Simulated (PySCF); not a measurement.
# HF/cc-pVDZ (density fitting with cc-pvdz-jkfit) run of BNH3F3 (SMILES [NH3+][B-](F)(F)F)

Aim: the vertical ionisation energy of BNH3F3 at HF/cc-pVDZ (density fitting with cc-pvdz-jkfit), from 2 runs. 

The results are computed with PySCF 2.14.0.

2 further runs of the same task are left out: 2 set aside as unsound or not needed.

## (1) The structure to begin with

BNH3F3: 8 atoms, total charge 0, spin state singlet. As SMILES, `[NH3+][B-](F)(F)F`. Geometry: relaxed at PBE0-D4/def2-TZVP.

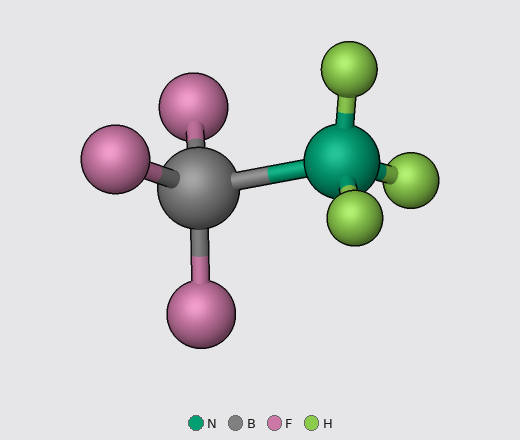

Viewed from a chosen angle; nitrogen teal, boron grey, fluorine pink, hydrogen green.

## (2) A single-point energy at HF/cc-pVDZ (density fitting with cc-pvdz-jkfit)

run.py

```python
from pyscf import gto

system = gto.Mole()
system.atom = '''
N       -0.501800      -0.052400       0.645700
B        0.531500       0.038700      -0.668100
F        1.521100      -0.860400      -0.378100
F       -0.251400      -0.312100      -1.733900
F        0.943600       1.343300      -0.679400
H       -1.280300       0.587300       0.522000
H       -0.006300       0.194600       1.496700
H       -0.864300      -0.996100       0.739300
'''
system.charge = 0
system.max_memory = 1860
system.spin = 0
system.verbose = 3
system.basis = 'cc-pvdz'
system.build()

mf = system.RHF()
mf = mf.density_fit(auxbasis='cc-pvdz-jkfit')
mf.conv_tol = 1e-10
mf.kernel()
if not mf.converged:
    mf = mf.newton().run(mf.mo_coeff, mf.mo_occ)

etot = mf.e_tot
print('E(%s) = %.9f' % ('HF', etot))
```

On the command line:

```bash
$ OMP_NUM_THREADS=1 python run.py
```

Log:

```text
converged SCF energy = -379.432491271093
E(HF) = -379.432491271
```

It took 1.4 s on 1 thread of Arm Neoverse V1, shared host; peak memory 0.14 GiB.

## (3) The doublet cation

calc.py

```python
from pyscf import gto

molecule = gto.M(
    atom=[
    ('N', (-0.501800, -0.052400, 0.645700)),
    ('B', (0.531500, 0.038700, -0.668100)),
    ('F', (1.521100, -0.860400, -0.378100)),
    ('F', (-0.251400, -0.312100, -1.733900)),
    ('F', (0.943600, 1.343300, -0.679400)),
    ('H', (-1.280300, 0.587300, 0.522000)),
    ('H', (-0.006300, 0.194600, 1.496700)),
    ('H', (-0.864300, -0.996100, 0.739300)),
],
    spin=1,
    charge=1,
    max_memory=1860,
    basis='cc-pvdz',
    verbose=3,
)

myscf = molecule.UHF()
myscf = myscf.density_fit(auxbasis='cc-pvdz-jkfit')
myscf.conv_tol = 1e-10
myscf.kernel()
if not myscf.converged:
    myscf = myscf.newton().run(myscf.mo_coeff, myscf.mo_occ)

etot = myscf.e_tot
print('E = %.10f Eh' % etot)
```

On the command line:

```bash
$ OMP_NUM_THREADS=1 python calc.py
```

Log:

```text
converged SCF energy = -378.939653398306  <S^2> = 0.77540537  2S+1 = 2.025246
E = -378.9396533983 Eh
```

It took 2.2 s on 1 thread of Arm Neoverse V1, shared host; peak memory 0.15 GiB.

## (4) Results

At HF/cc-pVDZ (density fitting with cc-pvdz-jkfit):

| quantity | value |
| --- | --- |
| singlet BNH3F3: total energy | -379.43249 Eh |
| singlet BNH3F3: dipole moment | 6.48 D |
| singlet BNH3F3: HOMO energy | -14.96 eV |
| singlet BNH3F3: LUMO energy | 3.55 eV |
| singlet BNH3F3: HOMO–LUMO gap | 18.51 eV |
| doublet cation: total energy | -378.93965 Eh |
| doublet cation: HOMO energy (highest over α and β) | -22.11 eV |
| doublet cation: LUMO energy (lowest over α and β) | -11.84 eV |
| doublet cation: ⟨S²⟩ | 0.775 |
| vertical ionisation energy (to the doublet cation) | 13.411 eV |

In words: Removing an electron at fixed nuclei costs 13.41 eV (309 kcal/mol). −ε(HOMO) before ionisation, 14.96 eV, is 1.55 eV above this ionisation energy. Mulliken charges (singlet BNH3F3) run from -0.32 on F3 to +0.55 on B2; they depend strongly on the basis. Mulliken charges (doublet cation) run from -0.17 on F3 to +0.52 on B2.
